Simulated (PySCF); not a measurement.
# H₆NSi₂, doublet, SMILES `N[SiH][SiH3]`: electronic structure

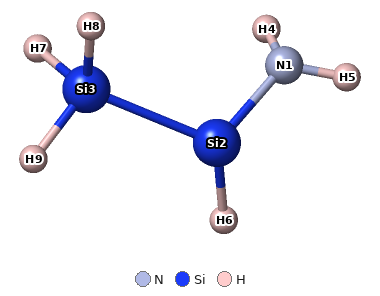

The molecule, with its atoms numbered as below. No frequency check shows the geometry to be a minimum.

Geometry (Å), atoms numbered from 1:

```
N1      -1.7864   -0.6876    0.0313
Si2     -0.6400    0.6107    0.0849
Si3      1.4915   -0.1808   -0.0087
H4      -1.7263   -1.3781   -0.7028
H5      -2.7551   -0.5031    0.2373
H6      -1.0404    1.6889   -0.8507
H7       1.9335   -0.9888   -1.1590
H8       1.7822   -1.0024    1.1708
H9       2.3893    0.9789    0.0180
```

### 1. Bonding charge

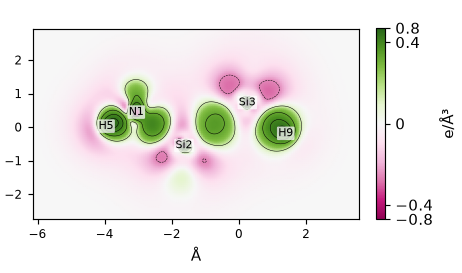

Deformation density (molecule less spherical, spin-averaged free atoms) in the plane of N1, Si2, Si3, H5 and H9; colour scale in e/Å³, logarithmic beyond ±0.1; green: gain, pink: loss.

Level of theory: TPSS/6-311+G** (PySCF), at a geometry from GFN2-xTB. The stability of the open-shell solution wasn't checked. GFN2-xTB doesn't know the spin state, so this open-shell geometry is rough.

Question: Describe the bonding that the map shows.

Answer: N1–H5: +0.78 e/Å³ at the bond critical point (bond length 1.01 Å). Si2–Si3: +0.26 e/Å³ at the bond critical point (bond length 2.28 Å). Si3–H9: +0.18 e/Å³ at the bond critical point (bond length 1.47 Å). N1–Si2: +0.11 e/Å³ at the bond critical point (bond length 1.73 Å); up to 0.6 Å beside the axis the gain reaches +0.40 e/Å³. In all, 2.0 electrons gather in the regions of gain relative to the promolecule. A small or negative value marks a very polar bond, one between electron-rich atoms, whose free-atom densities already overlap strongly, a long bond to a heavier atom, or a closed-shell contact such as a hydrogen bond.

Question: Where do the Hirshfeld charges lie?

Answer: The highest Hirshfeld charge is on Si2 (+0.21 e), the lowest on N1 (−0.30 e).

### 2. Bond critical points

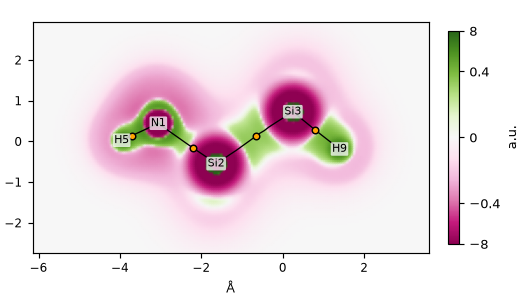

Negative Laplacian of the density (−∇²ρ) in the plane of N1, Si2, Si3, H5 and H9 (green positive, pink negative, colour scale in a.u., logarithmic beyond ±0.04), with bond paths and bond critical points (dots).

Question: At which bond critical points in this plane is charge locally concentrated, and at which depleted?

Answer: Concentrated (∇²ρ < 0): N1–H5 (−1.49 a.u.); Si2–Si3 (−0.18 a.u.). Depleted (∇²ρ > 0): N1–Si2 (+0.61 a.u., H = −0.053); Si3–H9 (+0.27 a.u., H = −0.070). A positive Laplacian with clearly negative H marks a strongly polar covalent bond, whose critical point lies close to the core of the less electronegative atom.

Question: Where along N1–H5 does the critical point lie?

Answer: 0.73 Å from N1 and 0.28 Å from H5.

### 3. Local ionisation energy

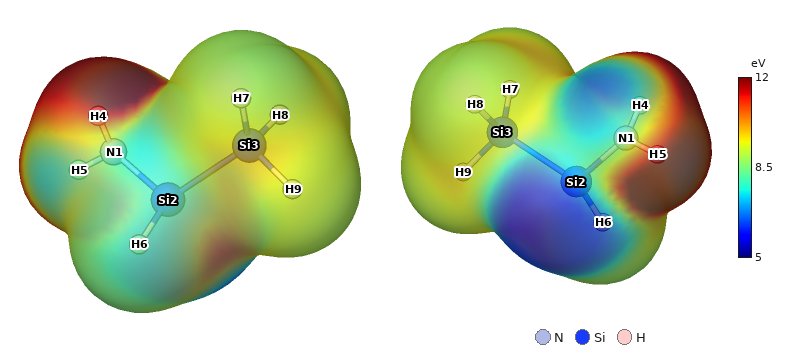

Average local ionisation energy on the surface of electron density 0.001 a.u. (back view left, front view right).

Question: Where are the most loosely bound electrons on this surface?

Answer: The lowest value is 5.5 eV, 2.4 Å from Si2. Further minima include 6.7 eV, 2.1 Å from N1; 7.7 eV, off the Si2–H6 bond (2.1 to 2.3 Å from its atoms); 7.8 eV, near H5 (1.95 Å), N1 (2.08 Å) and H4 (2.09 Å). For comparison, the highest occupied orbital lies at −4.9 eV.

Question: What volume does the surface enclose, and what is the dipole moment?

Answer: About 119 Å³; the dipole moment is 1.5 D.

### 4. Spin density

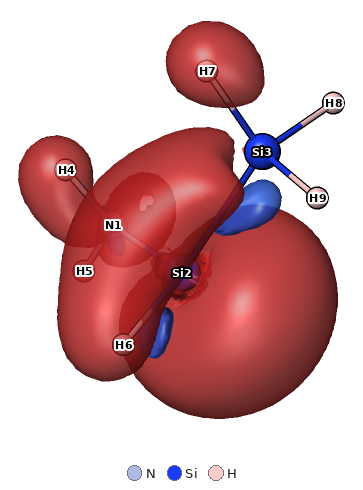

Spin density ρα − ρβ at ±0.01 e/Å³ (red: excess α, blue: excess β).

Question: Where is the unpaired spin?

Answer: Hirshfeld spin populations: Si2 +0.73, Si3 +0.08, N1 +0.07 and H6 +0.06. ⟨S²⟩ = 0.75, as for a pure state. The picture also shows regions of β spin from spin polarisation; the Hirshfeld sums, whose atoms overlap, net them against the α spin of neighbours.

### 5. In an electric field

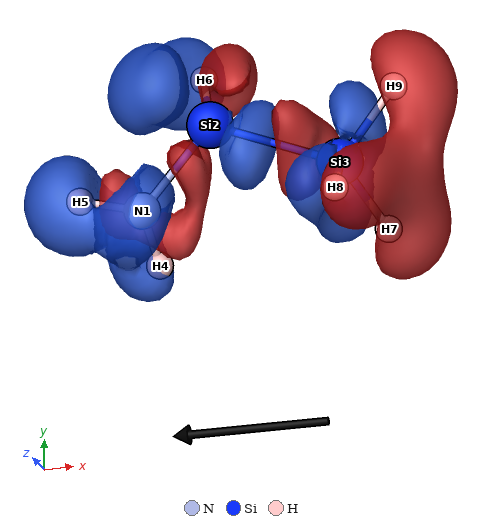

Change of the electron density in a uniform field of 0.10 V/Å along −x (arrow), surfaces at ±0.0008 e/Å³ (red: gain, blue: loss).

PySCF calculation, LDA (SVWN)/def2-SVP, gas phase; geometry: GFN2-xTB. A basis without diffuse functions makes polarisabilities too small. The stability of the open-shell solution wasn't checked. GFN2-xTB doesn't know the spin state, so this open-shell geometry is rough.

The field was applied in both directions; the picture shows the one opposite to the script's first.

Question: How large is the response?

Answer: The induced dipole is 0.40 D (along the field); α along this axis, from the fields in both directions, is 79 bohr³ (11.7 Å³).

### 6. Removing or adding an electron

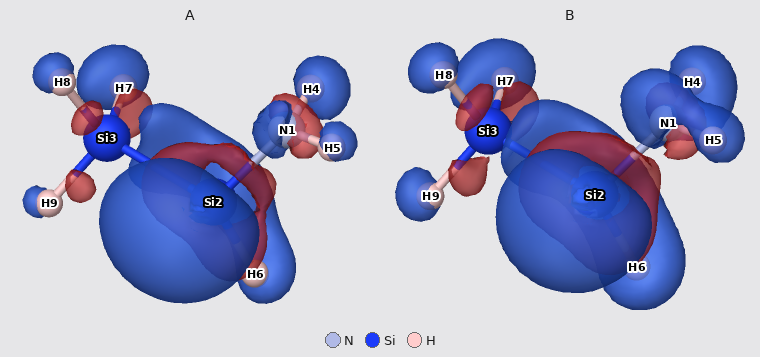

The two Fukui functions at ±0.02 e/Å³ (blue positive, red negative).

Computed with PySCF, ωB97X/6-311+G**, geometry: GFN2-xTB. GFN2-xTB doesn't know the spin state, so this open-shell geometry is rough.

Question: Why do the two look alike?

Answer: The electron leaves from or enters the same singly occupied orbital. A is f⁺, B is f⁻. f⁻ (Hirshfeld-condensed) is largest on Si2 (0.46); the vertical ionisation energy is 7.80 eV (to the singlet cation, which needn't be its lowest state). f⁺ (Hirshfeld-condensed) is largest on Si2 (0.49); the vertical electron affinity is 0.74 eV (to the singlet anion, which needn't be its lowest state).

The PySCF runs shown took 46 s, 17 s and 42 s on 1 thread of Arm Neoverse V2 (shared host).
